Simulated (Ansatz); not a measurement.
The parent structure is MgO in the rock salt structure (space group Fm-3m, No. 225; a = 4.204 Å). Axes: x, y, z lie along the cube axes.

One thing is altered: the cell is compressed by 0.16 % along y with no lateral relaxation, atoms relaxed at fixed cell.

Computed with r2SCAN, PAW, 500 eV (Ansatz, a quantum-chemistry and plane-wave program; spin-orbit coupling left out).

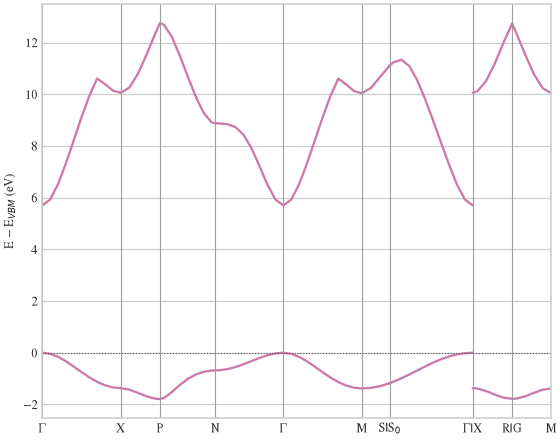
Figure: Highest valence and lowest conduction band along the path of the changed cell's own zone

Problem. Read the changed gap and its character from the plot.

Solution. About 5.7 eV, direct at Γ.

The cells carry an imposed strain or load. No phonon test of stability was made. Labels are those of the standard path for the cell's own space group.
